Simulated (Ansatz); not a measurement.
# (SrO)2(KF)2 [001] superlattice, started as rocksalt type: phonons and vibrational spectra, part 3 of 3

Wanted: phonon frequencies of (SrO)2(KF)2 [001] superlattice, started as rocksalt type and what follows from them.

Ansatz 0.2.0; DFT LDA, scalar-relativistic, plane waves, PAW.

So far. Step 4 (Relaxing to small forces for the phonons): The largest force component left is 0.34 meV/Å and the pressure is 0.001 GPa, within the tolerances set. The cell now holds 16.61 Å³/atom. The relaxed cell has a = 3.590, c = 10.306 Å (conventional setting).

The structure was built from a prototype and need not be the compound's stable phase.

### Step 5. Zone-centre response (continued)

Transverse modes. Infrared lines, with heights relative to the strongest:

```
position (cm⁻¹)  relative intensity
             75                 0.0
             76                 0.1
            114                 0.0
            156                 0.7
            164                 0.0
            193                 0.0
            195                  29
            211                 100
            226                 0.0
            240                 0.0
            245                  11
            248                 0.0
            362                 0.0
            386                  10
```

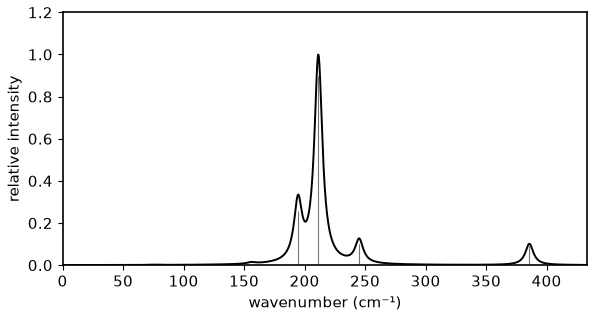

The infrared spectrum, broadened with Lorentzians of width 8 cm⁻¹; bars mark the lines.

Activity x (w_L - w)^4 (n + 1)/w, 532 nm, 300 K; modes without the macroscopic field alone. Raman lines, with heights relative to the strongest:

```
position (cm⁻¹)  relative intensity
             75                  11
             76                 0.0
            114                 2.4
            156                 0.0
            164                 100
            193                  13
            195                 0.0
            211                 0.0
            226                 1.3
            240                  25
            245                 0.0
            248                 0.5
            362                  35
            386                 0.0
```

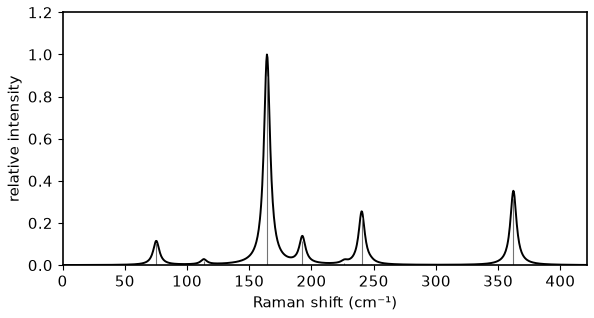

The Raman spectrum, broadened with Lorentzians of width 6 cm⁻¹; bars mark the lines.

Before it was imposed, the acoustic sum rule was missed by 1.1e-4 eV/Å² and the charge sum rule by 0.011 e. Small misses are needed for a sound result but don't prove that mesh and cutoff are converged. The lowest optical mode is real, 75.2 cm⁻¹.

### Step 6. Isotope substitution, element K, natural mass 39.0983 amu

An isotope changes the mass and not the force constants, so no new electronic calculation is needed; the shifts show which modes move this element.

The same force constants with the mass of K changed from 39.098 to 40.962 u (phonopy, no LO-TO term). Both lists are sorted by frequency; levels can cross, so a row need not hold one and the same mode. Modes under 3 cm⁻¹ are left out. Isotope shifts, by row:

```
    q  rank  natural mass (cm⁻¹)  changed mass (cm⁻¹)
0 0 0     4                75.25                74.22
0 0 0     5                75.25                74.22
0 0 0     6                75.53                74.76
0 0 0     7                75.53                74.76
0 0 0     8                113.5                113.2
0 0 0     9                113.5                113.2
0 0 0    10                155.9                153.7
0 0 0    11                164.3                162.1
0 0 0    12                192.7                190.9
0 0 0    13                194.6                  194
0 0 0    14                211.4                211.3
0 0 0    15                211.4                211.3
0 0 0    16                226.5                226.5
0 0 0    17                226.5                226.5
0 0 0    18                240.4                240.4
0 0 0    19                245.1                243.4
0 0 0    20                245.1                243.4
0 0 0    21                247.7                245.9
0 0 0    22                247.7                245.9
0 0 0    23                362.3                362.1
0 0 0    24                385.8                385.6
```

A mode of this element alone would shift by -2.30 %. The highest zone-centre frequency without the field goes from 385.8 to 385.6 cm⁻¹ (-0.0 %). The product of the frequency ratios over all optical modes at Γ is 0.885; the product rule, (m/m′)^(3k/2) (M′/M)^(3/2) with k = 2 such atoms and M the mass of the cell, gives 0.885.

### Step 7. Another isotope, element O, natural mass 15.999 amu

The same for O, from 16.00 to 18.00 u.

The same force constants with the mass of O changed from 15.999 to 17.999 u (phonopy, no LO-TO term). Both lists are sorted by frequency; levels can cross, so a row need not hold one and the same mode. Modes under 3 cm⁻¹ are left out. Isotope shifts, by row:

```
    q  rank  natural mass (cm⁻¹)  changed mass (cm⁻¹)
0 0 0     4                75.25                 75.2
0 0 0     5                75.25                 75.2
0 0 0     6                75.53                75.35
0 0 0     7                75.53                75.35
0 0 0     8                113.5                113.1
0 0 0     9                113.5                113.1
0 0 0    10                155.9                155.3
0 0 0    11                164.3                  164
0 0 0    12                192.7                192.7
0 0 0    13                194.6                193.9
0 0 0    14                211.4                201.1
0 0 0    15                211.4                201.1
0 0 0    16                226.5                214.5
0 0 0    17                226.5                214.5
0 0 0    18                240.4                238.3
0 0 0    19                245.1                  245
0 0 0    20                245.1                  245
0 0 0    21                247.7                247.7
0 0 0    22                247.7                247.7
0 0 0    23                362.3                345.2
0 0 0    24                385.8                368.7
```

A mode of this element alone would shift by -5.72 %. The highest zone-centre frequency without the field goes from 385.8 to 368.7 cm⁻¹ (-4.4 %). The product of the frequency ratios over all optical modes at Γ is 0.716; the product rule, (m/m′)^(3k/2) (M′/M)^(3/2) with k = 2 such atoms and M the mass of the cell, gives 0.715.

### Step 8. Another isotope, element Sr, natural mass 87.62 amu

The same for Sr, from 87.62 to 85.91 u.

The same force constants with the mass of Sr changed from 87.620 to 85.909 u (phonopy, no LO-TO term). Both lists are sorted by frequency; levels can cross, so a row need not hold one and the same mode. Modes under 3 cm⁻¹ are left out. Isotope shifts, by row:

```
    q  rank  natural mass (cm⁻¹)  changed mass (cm⁻¹)
0 0 0     4                75.25                75.34
0 0 0     5                75.25                75.34
0 0 0     6                75.53                75.77
0 0 0     7                75.53                75.77
0 0 0     8                113.5                114.4
0 0 0     9                113.5                114.4
0 0 0    10                155.9                156.3
0 0 0    11                164.3                164.8
0 0 0    12                192.7                193.7
0 0 0    13                194.6                194.7
0 0 0    14                211.4                211.7
0 0 0    15                211.4                211.7
0 0 0    16                226.5                226.7
0 0 0    17                226.5                226.7
0 0 0    18                240.4                240.7
0 0 0    19                245.1                245.2
0 0 0    20                245.1                245.2
0 0 0    21                247.7                247.7
0 0 0    22                247.7                247.7
0 0 0    23                362.3                362.5
0 0 0    24                385.8                386.2
```

A mode of this element alone would shift by +0.99 %. The highest zone-centre frequency without the field goes from 385.8 to 386.2 cm⁻¹ (+0.1 %). The product of the frequency ratios over all optical modes at Γ is 1.044; the product rule, (m/m′)^(3k/2) (M′/M)^(3/2) with k = 2 such atoms and M the mass of the cell, gives 1.044.

### Step 9. Results

| Property | Result |
| --- | --- |
| space group after relaxation (within 0.01 Å) | P4/nmm |
| volume per atom | 16.6 Å³ |
| gap on the k-mesh | 3.38 eV |
| highest optical mode at the zone centre (no LO-TO term) | 386 cm⁻¹ |
| top of the zone-centre spectrum with the field | 449 cm⁻¹ |
| lowest optical zone-centre mode | 75.2 cm⁻¹ |
| mean high-frequency dielectric constant | 2.93 |
| mean static dielectric constant | 11.1 |
| largest Born charge (third of the trace) | 2.28 e |
| imaginary modes at Γ (the only wavevector solved) | none |

In words: The structure is stable against zone-centre distortions, since no mode there is imaginary; runs at other wavevectors are not part of this account. Without the field, the optical modes at Γ span 75 to 386 cm⁻¹. The dispersion is not part of this account. The highest mode in this list at Γ, 385.8 cm⁻¹, is mostly motion of O (78 % of the kinetic energy). With the macroscopic field of the longitudinal modes the top of the zone-centre spectrum lies at 449 cm⁻¹, against 386 cm⁻¹ without it. Lattice motion raises the mean dielectric constant from 2.932 to 11.09. The strongest infrared line is at 211 cm⁻¹. Averaged over orientations, the strongest Raman line at 532 nm and 300 K is at 164 cm⁻¹. The starting cell was built on a prototype and not taken from a measurement, so the phase need not exist. These are harmonic frequencies at zero temperature: anharmonic shifts, linewidths and thermal expansion are left out.

[Logs are printed without paths, hosts, clocks, repeated set-up lines and the standing remarks that a program may print on its own settings, such as how far it seeks lower states.]

[Hosts, paths, dates, database ids (printed as entryN), source tags and the programs' standing remarks are cut or masked in the printed files.]
